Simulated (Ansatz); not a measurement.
## Run report: C$_{3}$H$_{7}$GeN, molecular dynamics (part 2 of 4)

The same run, continued: C$_{3}$H$_{7}$GeN; RKS PBE0-D4/def2-SVP (Ansatz 0.2.0). It belongs to a series of runs on one base structure; here: dynamics from the highest image of the converged band.

Geometry of the input (Å):
```
C  -1.0654  -0.2588  0.7927
C  -0.3525  0.7886  -0.0265
Ge 1.6569  -0.5607  -0.0744
C  -1.0564  1.3602  -1.1071
N  -1.6481  1.9085  -1.9550
H  -1.9987  0.2217  1.1250
H  -1.3611  -1.1927  0.2746
H  -0.5233  -0.5283  1.7150
H  0.6002  0.5350  -0.7222
H  2.8023  -0.0449  -0.9574
H  1.1543  -1.9610  -0.4437
H  1.8686  -0.3228  1.4132
```

## The program's output, continued
```
md step   100: t =    50.00 fs  T =  1689.9 K  F+E_penalty+E_count = -61207.52826445 eV  E_kin = 2.184414 eV  conserved = -61205.34385055 eV  (32 SCF iters, 3 dispersion substeps)
md step   101: t =    50.50 fs  T =  1684.1 K  F+E_penalty+E_count = -61207.52077501 eV  E_kin = 2.176926 eV  conserved = -61205.34384860 eV  (32 SCF iters, 3 dispersion substeps)
md step   102: t =    51.00 fs  T =  1680.7 K  F+E_penalty+E_count = -61207.51627955 eV  E_kin = 2.172448 eV  conserved = -61205.34383175 eV  (32 SCF iters, 3 dispersion substeps)
md step   103: t =    51.50 fs  T =  1679.7 K  F+E_penalty+E_count = -61207.51500284 eV  E_kin = 2.171205 eV  conserved = -61205.34379735 eV  (31 SCF iters, 3 dispersion substeps)
md step   104: t =    52.00 fs  T =  1681.7 K  F+E_penalty+E_count = -61207.51749774 eV  E_kin = 2.173750 eV  conserved = -61205.34374799 eV  (31 SCF iters, 3 dispersion substeps)
md step   105: t =    52.50 fs  T =  1687.2 K  F+E_penalty+E_count = -61207.52460171 eV  E_kin = 2.180911 eV  conserved = -61205.34369099 eV  (31 SCF iters, 3 dispersion substeps)
md step   106: t =    53.00 fs  T =  1697.1 K  F+E_penalty+E_count = -61207.53731200 eV  E_kin = 2.193675 eV  conserved = -61205.34363686 eV  (31 SCF iters, 3 dispersion substeps)
md step   107: t =    53.50 fs  T =  1712.1 K  F+E_penalty+E_count = -61207.55660942 eV  E_kin = 2.213013 eV  conserved = -61205.34359619 eV  (32 SCF iters, 3 dispersion substeps)
md step   108: t =    54.00 fs  T =  1732.7 K  F+E_penalty+E_count = -61207.58328450 eV  E_kin = 2.239709 eV  conserved = -61205.34357586 eV  (32 SCF iters, 3 dispersion substeps)
md step   109: t =    54.50 fs  T =  1759.4 K  F+E_penalty+E_count = -61207.61782212 eV  E_kin = 2.274245 eV  conserved = -61205.34357680 eV  (32 SCF iters, 3 dispersion substeps)
md step   110: t =    55.00 fs  T =  1792.3 K  F+E_penalty+E_count = -61207.66037452 eV  E_kin = 2.316779 eV  conserved = -61205.34359560 eV  (32 SCF iters, 3 dispersion substeps)
md step   111: t =    55.50 fs  T =  1831.3 K  F+E_penalty+E_count = -61207.71080343 eV  E_kin = 2.367176 eV  conserved = -61205.34362726 eV  (32 SCF iters, 3 dispersion substeps)
md step   112: t =    56.00 fs  T =  1876.1 K  F+E_penalty+E_count = -61207.76874447 eV  E_kin = 2.425075 eV  conserved = -61205.34366997 eV  (32 SCF iters, 3 dispersion substeps)
md step   113: t =    56.50 fs  T =  1926.3 K  F+E_penalty+E_count = -61207.83363681 eV  E_kin = 2.489911 eV  conserved = -61205.34372538 eV  (32 SCF iters, 3 dispersion substeps)
md step   114: t =    57.00 fs  T =  1981.2 K  F+E_penalty+E_count = -61207.90469720 eV  E_kin = 2.560900 eV  conserved = -61205.34379765 eV  (32 SCF iters, 3 dispersion substeps)
md step   115: t =    57.50 fs  T =  2040.0 K  F+E_penalty+E_count = -61207.98085169 eV  E_kin = 2.636960 eV  conserved = -61205.34389167 eV  (32 SCF iters, 3 dispersion substeps)
md step   116: t =    58.00 fs  T =  2101.7 K  F+E_penalty+E_count = -61208.06066229 eV  E_kin = 2.716654 eV  conserved = -61205.34400816 eV  (32 SCF iters, 3 dispersion substeps)
md step   117: t =    58.50 fs  T =  2164.8 K  F+E_penalty+E_count = -61208.14230319 eV  E_kin = 2.798159 eV  conserved = -61205.34414449 eV  (28 SCF iters, 3 dispersion substeps)
md step   118: t =    59.00 fs  T =  2227.5 K  F+E_penalty+E_count = -61208.22360497 eV  E_kin = 2.879313 eV  conserved = -61205.34429211 eV  (32 SCF iters, 3 dispersion substeps)
md step   119: t =    59.50 fs  T =  2288.2 K  F+E_penalty+E_count = -61208.30217955 eV  E_kin = 2.957740 eV  conserved = -61205.34443911 eV  (32 SCF iters, 3 dispersion substeps)
md step   120: t =    60.00 fs  T =  2344.9 K  F+E_penalty+E_count = -61208.37560630 eV  E_kin = 3.031034 eV  conserved = -61205.34457204 eV  (32 SCF iters, 3 dispersion substeps)
md step   121: t =    60.50 fs  T =  2395.9 K  F+E_penalty+E_count = -61208.44165021 eV  E_kin = 3.096973 eV  conserved = -61205.34467762 eV  (32 SCF iters, 3 dispersion substeps)
md step   122: t =    61.00 fs  T =  2439.8 K  F+E_penalty+E_count = -61208.49847683 eV  E_kin = 3.153732 eV  conserved = -61205.34474502 eV  (32 SCF iters, 3 dispersion substeps)
md step   123: t =    61.50 fs  T =  2475.7 K  F+E_penalty+E_count = -61208.54483167 eV  E_kin = 3.200063 eV  conserved = -61205.34476867 eV  (32 SCF iters, 3 dispersion substeps)
md step   124: t =    62.00 fs  T =  2503.0 K  F+E_penalty+E_count = -61208.58014943 eV  E_kin = 3.235402 eV  conserved = -61205.34474716 eV  (32 SCF iters, 3 dispersion substeps)
md step   125: t =    62.50 fs  T =  2522.0 K  F+E_penalty+E_count = -61208.60457795 eV  E_kin = 3.259890 eV  conserved = -61205.34468793 eV  (32 SCF iters, 3 dispersion substeps)
md step   126: t =    63.00 fs  T =  2533.1 K  F+E_penalty+E_count = -61208.61888716 eV  E_kin = 3.274282 eV  conserved = -61205.34460519 eV  (32 SCF iters, 3 dispersion substeps)
md step   127: t =    63.50 fs  T =  2537.3 K  F+E_penalty+E_count = -61208.62427000 eV  E_kin = 3.279753 eV  conserved = -61205.34451683 eV  (32 SCF iters, 3 dispersion substeps)
md step   128: t =    64.00 fs  T =  2535.7 K  F+E_penalty+E_count = -61208.62207557 eV  E_kin = 3.277635 eV  conserved = -61205.34444079 eV  (31 SCF iters, 3 dispersion substeps)
md step   129: t =    64.50 fs  T =  2529.1 K  F+E_penalty+E_count = -61208.61354137 eV  E_kin = 3.269151 eV  conserved = -61205.34439050 eV  (31 SCF iters, 3 dispersion substeps)
md step   130: t =    65.00 fs  T =  2518.4 K  F+E_penalty+E_count = -61208.59959909 eV  E_kin = 3.255229 eV  conserved = -61205.34437005 eV  (31 SCF iters, 3 dispersion substeps)
md step   131: t =    65.50 fs  T =  2503.8 K  F+E_penalty+E_count = -61208.58080657 eV  E_kin = 3.236431 eV  conserved = -61205.34437563 eV  (31 SCF iters, 3 dispersion substeps)
md step   132: t =    66.00 fs  T =  2485.7 K  F+E_penalty+E_count = -61208.55739637 eV  E_kin = 3.212998 eV  conserved = -61205.34439823 eV  (31 SCF iters, 3 dispersion substeps)
md step   133: t =    66.50 fs  T =  2464.0 K  F+E_penalty+E_count = -61208.52940340 eV  E_kin = 3.184978 eV  conserved = -61205.34442580 eV  (32 SCF iters, 3 dispersion substeps)
md step   134: t =    67.00 fs  T =  2438.8 K  F+E_penalty+E_count = -61208.49682383 eV  E_kin = 3.152375 eV  conserved = -61205.34444844 eV  (31 SCF iters, 3 dispersion substeps)
md step   135: t =    67.50 fs  T =  2410.1 K  F+E_penalty+E_count = -61208.45974475 eV  E_kin = 3.115285 eV  conserved = -61205.34445998 eV  (28 SCF iters, 3 dispersion substeps)
md step   136: t =    68.00 fs  T =  2378.1 K  F+E_penalty+E_count = -61208.41842021 eV  E_kin = 3.073963 eV  conserved = -61205.34445756 eV  (32 SCF iters, 3 dispersion substeps)
md step   137: t =    68.50 fs  T =  2343.2 K  F+E_penalty+E_count = -61208.37329851 eV  E_kin = 3.028859 eV  conserved = -61205.34443955 eV  (32 SCF iters, 3 dispersion substeps)
md step   138: t =    69.00 fs  T =  2305.9 K  F+E_penalty+E_count = -61208.32502123 eV  E_kin = 2.980615 eV  conserved = -61205.34440615 eV  (31 SCF iters, 3 dispersion substeps)
md step   139: t =    69.50 fs  T =  2266.8 K  F+E_penalty+E_count = -61208.27439844 eV  E_kin = 2.930039 eV  conserved = -61205.34435977 eV  (32 SCF iters, 3 dispersion substeps)
md step   140: t =    70.00 fs  T =  2226.6 K  F+E_penalty+E_count = -61208.22235155 eV  E_kin = 2.878046 eV  conserved = -61205.34430604 eV  (32 SCF iters, 3 dispersion substeps)
md step   141: t =    70.50 fs  T =  2186.0 K  F+E_penalty+E_count = -61208.16981725 eV  E_kin = 2.825565 eV  conserved = -61205.34425252 eV  (32 SCF iters, 3 dispersion substeps)
md step   142: t =    71.00 fs  T =  2145.6 K  F+E_penalty+E_count = -61208.11763228 eV  E_kin = 2.773426 eV  conserved = -61205.34420580 eV  (32 SCF iters, 3 dispersion substeps)
md step   143: t =    71.50 fs  T =  2106.0 K  F+E_penalty+E_count = -61208.06644164 eV  E_kin = 2.722273 eV  conserved = -61205.34416829 eV  (31 SCF iters, 3 dispersion substeps)
md step   144: t =    72.00 fs  T =  2067.6 K  F+E_penalty+E_count = -61208.01667746 eV  E_kin = 2.672540 eV  conserved = -61205.34413761 eV  (31 SCF iters, 3 dispersion substeps)
md step   145: t =    72.50 fs  T =  2030.4 K  F+E_penalty+E_count = -61207.96862671 eV  E_kin = 2.624520 eV  conserved = -61205.34410633 eV  (31 SCF iters, 3 dispersion substeps)
md step   146: t =    73.00 fs  T =  1994.8 K  F+E_penalty+E_count = -61207.92256110 eV  E_kin = 2.578492 eV  conserved = -61205.34406904 eV  (31 SCF iters, 3 dispersion substeps)
md step   147: t =    73.50 fs  T =  1961.0 K  F+E_penalty+E_count = -61207.87883932 eV  E_kin = 2.534812 eV  conserved = -61205.34402703 eV  (31 SCF iters, 3 dispersion substeps)
md step   148: t =    74.00 fs  T =  1929.4 K  F+E_penalty+E_count = -61207.83790307 eV  E_kin = 2.493913 eV  conserved = -61205.34399014 eV  (31 SCF iters, 3 dispersion substeps)
md step   149: t =    74.50 fs  T =  1900.2 K  F+E_penalty+E_count = -61207.80013825 eV  E_kin = 2.456165 eV  conserved = -61205.34397349 eV  (31 SCF iters, 3 dispersion substeps)
md step   150: t =    75.00 fs  T =  1873.5 K  F+E_penalty+E_count = -61207.76565715 eV  E_kin = 2.421668 eV  conserved = -61205.34398894 eV  (31 SCF iters, 3 dispersion substeps)
md step   151: t =    75.50 fs  T =  1849.0 K  F+E_penalty+E_count = -61207.73411865 eV  E_kin = 2.390080 eV  conserved = -61205.34403905 eV  (31 SCF iters, 3 dispersion substeps)
md step   152: t =    76.00 fs  T =  1826.2 K  F+E_penalty+E_count = -61207.70468390 eV  E_kin = 2.360569 eV  conserved = -61205.34411446 eV  (31 SCF iters, 3 dispersion substeps)
md step   153: t =    76.50 fs  T =  1804.1 K  F+E_penalty+E_count = -61207.67614768 eV  E_kin = 2.331950 eV  conserved = -61205.34419816 eV  (28 SCF iters, 3 dispersion substeps)
md step   154: t =    77.00 fs  T =  1781.6 K  F+E_penalty+E_count = -61207.64720395 eV  E_kin = 2.302936 eV  conserved = -61205.34426765 eV  (31 SCF iters, 3 dispersion substeps)
md step   155: t =    77.50 fs  T =  1758.1 K  F+E_penalty+E_count = -61207.61677664 eV  E_kin = 2.272472 eV  conserved = -61205.34430459 eV  (31 SCF iters, 3 dispersion substeps)
md step   156: t =    78.00 fs  T =  1732.9 K  F+E_penalty+E_count = -61207.58430690 eV  E_kin = 2.240009 eV  conserved = -61205.34429746 eV  (31 SCF iters, 3 dispersion substeps)
md step   157: t =    78.50 fs  T =  1706.4 K  F+E_penalty+E_count = -61207.54992481 eV  E_kin = 2.205678 eV  conserved = -61205.34424728 eV  (31 SCF iters, 3 dispersion substeps)
md step   158: t =    79.00 fs  T =  1679.0 K  F+E_penalty+E_count = -61207.51444549 eV  E_kin = 2.170283 eV  conserved = -61205.34416293 eV  (31 SCF iters, 3 dispersion substeps)
md step   159: t =    79.50 fs  T =  1651.8 K  F+E_penalty+E_count = -61207.47920805 eV  E_kin = 2.135144 eV  conserved = -61205.34406401 eV  (31 SCF iters, 3 dispersion substeps)
md step   160: t =    80.00 fs  T =  1626.0 K  F+E_penalty+E_count = -61207.44578102 eV  E_kin = 2.101810 eV  conserved = -61205.34397145 eV  (31 SCF iters, 3 dispersion substeps)
md step   161: t =    80.50 fs  T =  1602.8 K  F+E_penalty+E_count = -61207.41562061 eV  E_kin = 2.071715 eV  conserved = -61205.34390541 eV  (32 SCF iters, 3 dispersion substeps)
md step   162: t =    81.00 fs  T =  1582.8 K  F+E_penalty+E_count = -61207.38974453 eV  E_kin = 2.045863 eV  conserved = -61205.34388105 eV  (32 SCF iters, 3 dispersion substeps)
md step   163: t =    81.50 fs  T =  1566.3 K  F+E_penalty+E_count = -61207.36849436 eV  E_kin = 2.024591 eV  conserved = -61205.34390355 eV  (32 SCF iters, 3 dispersion substeps)
md step   164: t =    82.00 fs  T =  1553.1 K  F+E_penalty+E_count = -61207.35145496 eV  E_kin = 2.007489 eV  conserved = -61205.34396575 eV  (32 SCF iters, 3 dispersion substeps)
md step   165: t =    82.50 fs  T =  1542.3 K  F+E_penalty+E_count = -61207.33757191 eV  E_kin = 1.993524 eV  conserved = -61205.34404808 eV  (31 SCF iters, 3 dispersion substeps)
md step   166: t =    83.00 fs  T =  1532.8 K  F+E_penalty+E_count = -61207.32546204 eV  E_kin = 1.981339 eV  conserved = -61205.34412261 eV  (31 SCF iters, 3 dispersion substeps)
md step   167: t =    83.50 fs  T =  1523.8 K  F+E_penalty+E_count = -61207.31384567 eV  E_kin = 1.969682 eV  conserved = -61205.34416348 eV  (31 SCF iters, 3 dispersion substeps)
md step   168: t =    84.00 fs  T =  1514.6 K  F+E_penalty+E_count = -61207.30195716 eV  E_kin = 1.957802 eV  conserved = -61205.34415488 eV  (31 SCF iters, 3 dispersion substeps)
md step   169: t =    84.50 fs  T =  1505.2 K  F+E_penalty+E_count = -61207.28978489 eV  E_kin = 1.945685 eV  conserved = -61205.34409974 eV  (31 SCF iters, 3 dispersion substeps)
md step   170: t =    85.00 fs  T =  1496.2 K  F+E_penalty+E_count = -61207.27803176 eV  E_kin = 1.934015 eV  conserved = -61205.34401716 eV  (32 SCF iters, 3 dispersion substeps)
md step   171: t =    85.50 fs  T =  1488.4 K  F+E_penalty+E_count = -61207.26782099 eV  E_kin = 1.923886 eV  conserved = -61205.34393534 eV  (28 SCF iters, 3 dispersion substeps)
md step   172: t =    86.00 fs  T =  1482.6 K  F+E_penalty+E_count = -61207.26027949 eV  E_kin = 1.916404 eV  conserved = -61205.34387578 eV  (31 SCF iters, 3 dispersion substeps)
md step   173: t =    86.50 fs  T =  1479.5 K  F+E_penalty+E_count = -61207.25620276 eV  E_kin = 1.912355 eV  conserved = -61205.34384744 eV  (31 SCF iters, 3 dispersion substeps)
md step   174: t =    87.00 fs  T =  1479.2 K  F+E_penalty+E_count = -61207.25592297 eV  E_kin = 1.912078 eV  conserved = -61205.34384503 eV  (31 SCF iters, 3 dispersion substeps)
md step   175: t =    87.50 fs  T =  1481.9 K  F+E_penalty+E_count = -61207.25938885 eV  E_kin = 1.915532 eV  conserved = -61205.34385649 eV  (32 SCF iters, 3 dispersion substeps)
md step   176: t =    88.00 fs  T =  1487.3 K  F+E_penalty+E_count = -61207.26635122 eV  E_kin = 1.922481 eV  conserved = -61205.34387031 eV  (32 SCF iters, 3 dispersion substeps)
md step   177: t =    88.50 fs  T =  1495.2 K  F+E_penalty+E_count = -61207.27653736 eV  E_kin = 1.932657 eV  conserved = -61205.34387990 eV  (32 SCF iters, 3 dispersion substeps)
md step   178: t =    89.00 fs  T =  1505.4 K  F+E_penalty+E_count = -61207.28974922 eV  E_kin = 1.945865 eV  conserved = -61205.34388375 eV  (32 SCF iters, 3 dispersion substeps)
md step   179: t =    89.50 fs  T =  1517.9 K  F+E_penalty+E_count = -61207.30588538 eV  E_kin = 1.962002 eV  conserved = -61205.34388316 eV  (31 SCF iters, 3 dispersion substeps)
md step   180: t =    90.00 fs  T =  1532.6 K  F+E_penalty+E_count = -61207.32491456 eV  E_kin = 1.981034 eV  conserved = -61205.34388083 eV  (32 SCF iters, 3 dispersion substeps)
md step   181: t =    90.50 fs  T =  1549.5 K  F+E_penalty+E_count = -61207.34681945 eV  E_kin = 2.002939 eV  conserved = -61205.34388059 eV  (32 SCF iters, 3 dispersion substeps)
md step   182: t =    91.00 fs  T =  1568.6 K  F+E_penalty+E_count = -61207.37151776 eV  E_kin = 2.027628 eV  conserved = -61205.34389002 eV  (32 SCF iters, 3 dispersion substeps)
md step   183: t =    91.50 fs  T =  1589.7 K  F+E_penalty+E_count = -61207.39875637 eV  E_kin = 2.054842 eV  conserved = -61205.34391483 eV  (32 SCF iters, 3 dispersion substeps)
md step   184: t =    92.00 fs  T =  1612.3 K  F+E_penalty+E_count = -61207.42801878 eV  E_kin = 2.084060 eV  conserved = -61205.34395858 eV  (32 SCF iters, 3 dispersion substeps)
md step   185: t =    92.50 fs  T =  1635.8 K  F+E_penalty+E_count = -61207.45848417 eV  E_kin = 2.114466 eV  conserved = -61205.34401779 eV  (31 SCF iters, 3 dispersion substeps)
md step   186: t =    93.00 fs  T =  1659.5 K  F+E_penalty+E_count = -61207.48909479 eV  E_kin = 2.145015 eV  conserved = -61205.34407979 eV  (31 SCF iters, 3 dispersion substeps)
md step   187: t =    93.50 fs  T =  1682.4 K  F+E_penalty+E_count = -61207.51875506 eV  E_kin = 2.174628 eV  conserved = -61205.34412675 eV  (31 SCF iters, 3 dispersion substeps)
md step   188: t =    94.00 fs  T =  1703.9 K  F+E_penalty+E_count = -61207.54661814 eV  E_kin = 2.202477 eV  conserved = -61205.34414097 eV  (31 SCF iters, 3 dispersion substeps)
md step   189: t =    94.50 fs  T =  1723.8 K  F+E_penalty+E_count = -61207.57236134 eV  E_kin = 2.228247 eV  conserved = -61205.34411420 eV  (28 SCF iters, 3 dispersion substeps)
md step   190: t =    95.00 fs  T =  1742.4 K  F+E_penalty+E_count = -61207.59631183 eV  E_kin = 2.252257 eV  conserved = -61205.34405476 eV  (31 SCF iters, 3 dispersion substeps)
md step   191: t =    95.50 fs  T =  1760.3 K  F+E_penalty+E_count = -61207.61931746 eV  E_kin = 2.275330 eV  conserved = -61205.34398755 eV  (31 SCF iters, 3 dispersion substeps)
md step   192: t =    96.00 fs  T =  1778.1 K  F+E_penalty+E_count = -61207.64235963 eV  E_kin = 2.298412 eV  conserved = -61205.34394785 eV  (31 SCF iters, 3 dispersion substeps)
md step   193: t =    96.50 fs  T =  1796.4 K  F+E_penalty+E_count = -61207.66602687 eV  E_kin = 2.322061 eV  conserved = -61205.34396607 eV  (31 SCF iters, 3 dispersion substeps)
md step   194: t =    97.00 fs  T =  1815.0 K  F+E_penalty+E_count = -61207.69006376 eV  E_kin = 2.346011 eV  conserved = -61205.34405299 eV  (31 SCF iters, 3 dispersion substeps)
md step   195: t =    97.50 fs  T =  1832.7 K  F+E_penalty+E_count = -61207.71319783 eV  E_kin = 2.369000 eV  conserved = -61205.34419767 eV  (31 SCF iters, 3 dispersion substeps)
md step   196: t =    98.00 fs  T =  1848.2 K  F+E_penalty+E_count = -61207.73331546 eV  E_kin = 2.388945 eV  conserved = -61205.34437017 eV  (31 SCF iters, 3 dispersion substeps)
md step   197: t =    98.50 fs  T =  1859.3 K  F+E_penalty+E_count = -61207.74792324 eV  E_kin = 2.403390 eV  conserved = -61205.34453287 eV  (31 SCF iters, 3 dispersion substeps)
md step   198: t =    99.00 fs  T =  1864.5 K  F+E_penalty+E_count = -61207.75472329 eV  E_kin = 2.410071 eV  conserved = -61205.34465273 eV  (31 SCF iters, 3 dispersion substeps)
md step   199: t =    99.50 fs  T =  1862.5 K  F+E_penalty+E_count = -61207.75211790 eV  E_kin = 2.407409 eV  conserved = -61205.34470911 eV  (31 SCF iters, 3 dispersion substeps)
these checks for a lower state are left out or cut short: starts, cluster_reference, orbital_swaps, neighbouring_geometries, increment
1388 factors; integrals over basis functions are off by at most 5.8e-4 eV
mean field evaluation 1568: about -61207.5123 eV, gradient 1.6e-5 eV
mean field -61207.51232225 eV, -2249.3345899007 hartree, gradient 1.6e-5 eV, S^2 0.000000; 0 other end points of the search recorded, 0 dependent functions left out
the calculation of the forces begins
reference -61207.51235018 eV, -2249.3345909273 hartree; 32, 32 occupied and 91, 91 virtual orbitals, 1388 factors
1388 factors; integrals over basis functions are off by at most 5.8e-4 eV
mean field -61207.51232225 eV, -2249.3345899007 hartree, gradient 1.6e-5 eV, S^2 0.000000; 1 other end points of the search recorded, 0 dependent functions left out
the calculation of the forces begins
reference -61207.51235018 eV, -2249.3345909273 hartree; 32, 32 occupied and 91, 91 virtual orbitals, 1388 factors
md step   200: t =   100.00 fs  T =  1852.7 K  F+E_penalty+E_count = -61207.73951716 eV  E_kin = 2.394820 eV  conserved = -61205.34469756 eV  (29 SCF iters, 3 dispersion substeps)
```

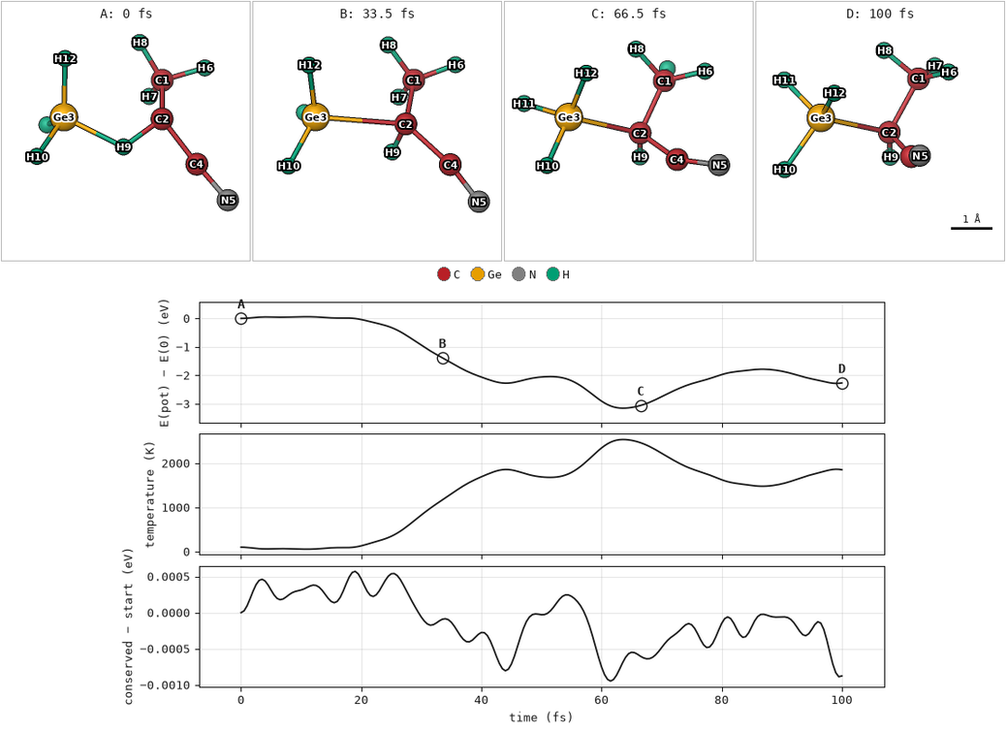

Figure 1. Frames of the molecular dynamics (ball-and-stick, seen at a tilt) above the curves, on which the letters mark them. The trajectory kept here has 201 frames over 100 fs. The temperature starts at 100 K, ranges from 55 to 2537 K and averages 1892 K over the second half. The potential energy ends 2.266 eV below its first value. The conserved quantity stays within 0.0015 eV. After an unweighted best fit of the last frame on the first, the root-mean-square displacement is 1.19 Å, and N5 has moved furthest (2.35 Å).
